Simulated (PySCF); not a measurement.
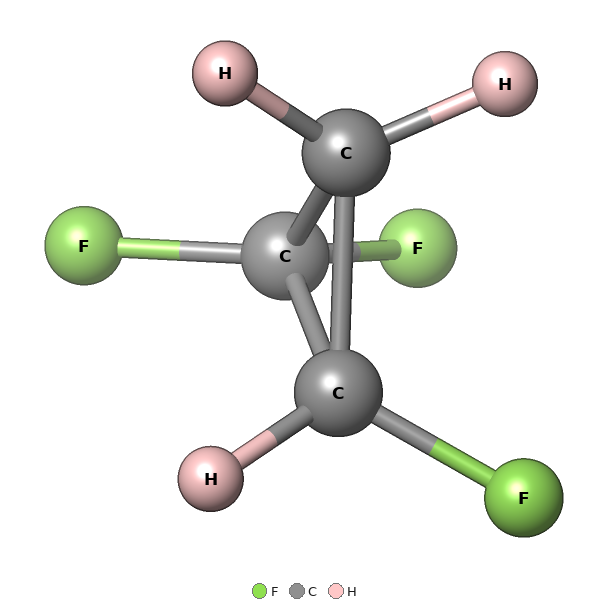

Atoms fade into the background with distance from the viewer. The computed structure is the end point of a PBE0-D3(BJ)/def2-SVP optimisation. No frequency run is at hand to confirm it as a minimum.

Which symmetry elements does this geometry have?

Answer. It has no symmetry element but the identity, so the point group is C1. The group has 1 operation. The geometry is chiral, and symmetry allows a dipole moment.
